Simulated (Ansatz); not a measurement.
## Response to strain in TiSi2

The parent structure is TiSi2 (space group Cmcm, No. 63; a = 3.546 Å, b = 13.563 Å, c = 3.580 Å). Axes: x, y, z lie along a, b, c of the conventional cell.

Strains are applied to the cell and any free atomic positions relax; under biaxial strain the out-of-plane vector relaxes too.

Method: PBE in Ansatz (plane waves to 420 eV, PAW, without spin-orbit coupling).

Notes on the quantities. pressure: mean of the normal stresses, compression positive.

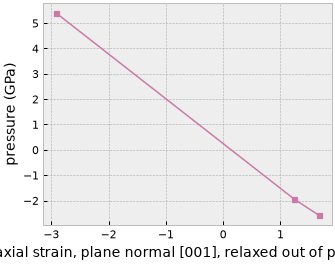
*Pressure against biaxial strain, plane normal [001], relaxed out of plane*

Task: From the plot, what is the pressure for biaxial strain −2.91 %, plane normal [001], relaxed out of plane?

Result: About 5.4 GPa.

Task: Is the trend monotonic over the range shown?

Result: Yes, it falls throughout, spanning -2.6 GPa to 5.4 GPa.

Without a gap, meshes like the base's 14×14×13 leave anisotropic stresses uncertain by several tenths of a GPa, and small strain energies with them. Whether these cells are dynamically stable was not tested. All final runs are without spin polarisation.

Ansatz is a first-principles code.
